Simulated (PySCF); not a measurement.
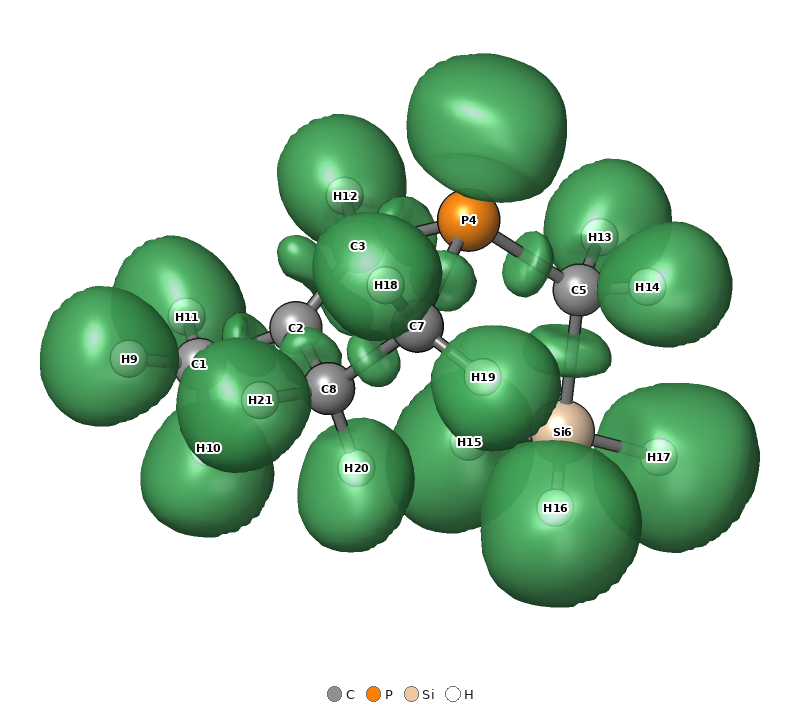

The picture shows: C6H13PSi (SMILES CC1=CP(C[SiH3])CC1). Isosurface of the electron localisation function at 0.85 (green), seen from one side. Core shells and regions of very low density are left out.

Geometry: GFN2-xTB.

All numbers below come from PySCF 2.14.0, PBE0/pcSseg-1, SCF density, gas phase, non-relativistic.

```xyz
21

C    -2.3078   -1.3877    0.3666
C    -1.3442   -0.3571   -0.1210
C    -0.6967   -0.3895   -1.2813
P     0.3884    1.0295   -1.6015
C     2.0349    0.3175   -1.0897
Si    2.2472   -0.6067    0.5604
C    -0.2130    1.8270   -0.0194
C    -1.0350    0.8081    0.7753
H    -3.2894   -0.9413    0.5266
H    -1.9702   -1.7934    1.3202
H    -2.4065   -2.2011   -0.3475
H    -0.8190   -1.1651   -2.0215
H     2.3168   -0.3465   -1.9125
H     2.7350    1.1574   -1.1300
H     1.2783   -1.6937    0.6953
H     2.1211    0.3222    1.6880
H     3.6022   -1.1659    0.5670
H    -0.8406    2.6720   -0.3151
H     0.6274    2.2295    0.5472
H    -0.4785    0.4445    1.6447
H    -1.9592    1.2573    1.1477
```

Identify the bonds, lone pairs and shells in this picture.

Answer. The ELF exceeds this value in four regions between bonded C–C atoms (shared pairs), three regions between bonded C–P atoms (shared pairs), one region between bonded C–Si atoms (shared pairs), 13 regions around hydrogen nuclei and one lobe on P, pointing away from the bonds (lone pairs). Along the contacts the grid gives the following. C–C (1.33 Å): the ELF peaks at about 0.90 between the atoms; a multiple bond. C–P (1.81 Å): the ELF peaks at about 0.95 between the atoms: a covalent bond.
